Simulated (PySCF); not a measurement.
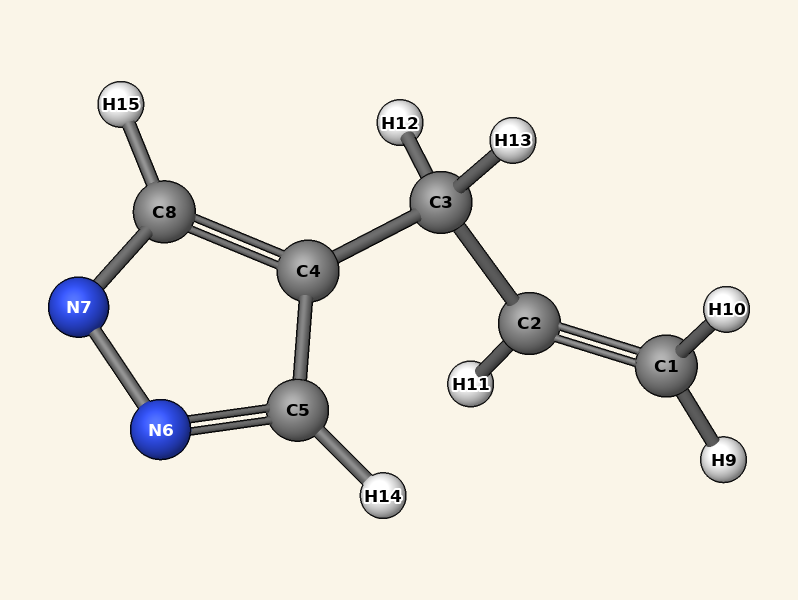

The questions are on isotropic NMR shieldings of the H atoms. The species has charge −1 and is a spin singlet. Geometry: an image of a reaction path computed with GFN2-xTB, not a minimum. Level of theory: GIAO PBE0/pcSseg-1 NMR shielding, non-relativistic, gas phase (PySCF 2.14.0).

Give the isotropic NMR shieldings of the H atoms atom by atom.

| atom | σ (ppm) |
| --- | --- |
| H9 | 27.15 |
| H10 | 26.92 |
| H11 | 25.30 |
| H12 | 28.15 |
| H13 | 28.09 |
| H14 | 24.66 |
| H15 | 24.67 |
